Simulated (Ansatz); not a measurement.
# Converging the k-point mesh: CuAgO2 (Cm, 4 atoms in the cell)

```
CELL_PARAMETERS angstrom
      3.29558    -1.41972     0.00000
      3.29558     1.41972     0.00000
     -2.38086     0.00000     5.55598
ATOMIC_POSITIONS crystal
  Cu 0.50325 0.50325 0.50900
  Ag 0.00000 0.00000 0.00000
  O  0.87545 0.87545 0.28377
  O  0.12455 0.12455 0.71623
```

Method of the run: PBEsol, default PAW files made with PBE (plane waves; Ansatz, a quantum-chemistry and plane-wave program).

Base settings: basis.ecutwfc = 420 eV; kpoints.mp_grid.grid = 11 11 5; hamiltonian.xc = pbesol; hamiltonian.pseudopotentials = {kind: paw} (the program's default PAW files); scf.occupations.method = gaussian; scf.occupations.width = 0.1 eV.

Only quantities that move along the ladder and can be compared are tabulated.

The count of work is k-points × plane waves × bands × iterations; it is no time. 

The starting cell comes from a database of computed structures (which also holds hypothetical and non-ambient phases and stackings), without a prior relaxation at this level. Its lattice was rescaled by up to half a per cent. One atom was moved a little off its site on purpose. Spin polarisation is off, so a magnetic state, if there is one, cannot be reached. In the base run, with a pressure of about -8 GPa the cell is away from its equilibrium volume at this level. In the base run, forces exceed 1 eV/Å. Ansatz's pressure includes its estimate of the finite-basis (Pulay) stress. The run gives no clean gap (levels at the Fermi energy touch, overlap or are partly filled at this smearing), which alone does not show that the compound is a metal.

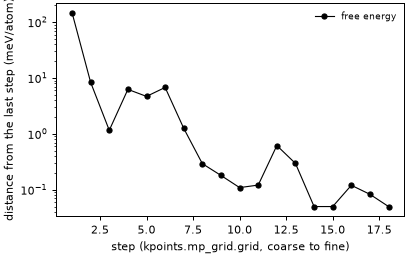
Fig. 1. Distance from the last step along the ladder; very small values are drawn at a floor.

```tsv
kpoints.mp_grid.grid	free energy less the last step's (meV/atom)	pressure (GPa)	largest difference of a force vector from the last step's (eV/Å)	count of work / last
2 2 1	148.16	-4.43	0.808	0.0023
3 3 1	8.34	-8.19	0.186	0.0023
3 3 2	1.16	-7.95	0.132	0.0046
4 4 2	-6.26	-7.93	0.069	0.0080
5 5 2	4.68	-7.77	0.037	0.0092
5 5 3	6.77	-7.77	0.022	0.012
6 6 3	-1.25	-7.89	0.021	0.017
7 7 3	0.29	-7.84	0.017	0.025
7 7 4	-0.18	-7.85	0.017	0.031
8 8 4	-0.11	-7.87	0.010	0.040
9 9 4	-0.12	-7.87	0.009	0.054
10 10 5	0.62	-7.85	0.003	0.072
11 11 5	-0.30	-7.88	0.005	0.086
12 12 6	0.03	-7.86	0.003	0.12
13 13 6	-0.01	-7.87	0.003	0.14
15 15 7	0.12	-7.86	0.001	0.22
16 16 8	-0.08	-7.87	0.002	0.28
20 20 10	0.03	-7.86	0.000	0.54
25 25 12	0.00	-7.86	0.000	1.0
```

Coarsest kpoints.mp_grid.grid that holds the pressure within 1 GPa of the last step, with all finer ones: 3 3 1, at 0.0023 of the last step's count of work; the step before is off by 3.4 GPa.

Coarsest kpoints.mp_grid.grid that holds the free energy within 0.5 meV/atom of the last step, with all finer ones: 11 11 5, at 0.086 of the last step's count of work; the step before is off by 0.62 meV/atom.

Keys are those of Ansatz 0.2.
